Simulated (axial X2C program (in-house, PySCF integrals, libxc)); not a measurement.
# SiH⁻: properties at the nuclei

Aim: properties at the nuclei of SiH⁻, with spin–orbit coupling in the Hamiltonian from the start.

Method: two-component X2C with atomic mean-field terms, Si dyall-av3z, H dyall-av3z; program: an in-house X2C program for linear molecules on PySCF integrals.

All values are calculated.

**1. Set-up**

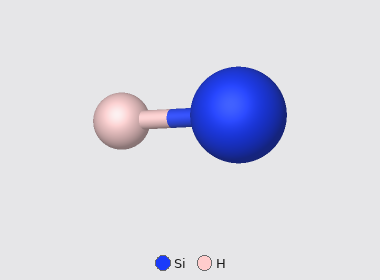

The two atoms at 1.480 Å (silicon blue, hydrogen pink).

Contents of task.json:

```json
{
 "zs": [
  14,
  1
 ],
 "q": -1,
 "bas": [
  "dyall-av3z",
  "dyall-av3z"
 ],
 "r0": 1.48,
 "levels": [
  "PBE0",
  "HF",
  "PBE",
  "LDA",
  "PBE50"
 ],
 "nst": 3
}
```

Keys: zs atomic numbers; q charge; bas basis sets; r0 starting distance in Å; levels methods (HF also brings MP2); nst determinants followed.

Run with:

```bash
python soeom.py task.json out
```

After this run come: Expectation values, lowest determinant; Expectation values, a higher determinant; Expectation values, a higher determinant.

Before running it: what results should come out? Wanted: lowest determinant; Eeff magnitude; Ws magnitude Si; A∥/gI Si; qzz Si; higher determinant; qzz H (for each run or level that gives them).

**Answer**, as computed:

| quantity | value |
| --- | --- |
| lowest determinant | Ω = 1 (excess of +ω over −ω: ω = -1/2, ω = 3/2) |
| Eeff magnitude (GV/cm), PBE0 | 0.0212 |
| Ws magnitude Si (kHz), PBE0 | 0.00824 |
| A∥/gI Si (MHz), PBE0 | -101 |
| qzz Si (a.u.), PBE0 | -0.60 |
| higher determinant | Ω = 0 (closed shell) |
| qzz Si (a.u.), PBE0, higher determinant | -0.73 |
| qzz H (a.u.), PBE0, higher determinant | 0.12 |
| higher determinant | Ω = 2 (excess of +ω over −ω: ω = 1/2, ω = 3/2) |
| Eeff magnitude (GV/cm), PBE0, higher determinant | 0.000945 |
| Ws magnitude Si (kHz), PBE0, higher determinant | 0.000187 |
| A∥/gI Si (MHz), PBE0, higher determinant | 155 |
| qzz Si (a.u.), PBE0, higher determinant | -0.74 |

What this shows: In the first state, the effective field runs from 0.00773 to 0.0427 GV/cm over the mean-field levels, so the levels don't agree on it. The expectation values come from single determinants, which for open shells can mix terms of unlike spin or miss the lowest Ω, so a determinant need not be a state. Eeff is the effective electric field on the electron dipole moment in this Ω state and Ws the scalar–pseudoscalar constant (defined with the proton number Z and per Ω); A∥ is the parallel hyperfine constant, which follows by multiplying with the nuclear g factor gI = μI/(I μN); qzz is the electric field gradient, eQq0 = 234.96 MHz × Q/barn × qzz. The operators were transformed with the bare-nucleus X2C matrices.
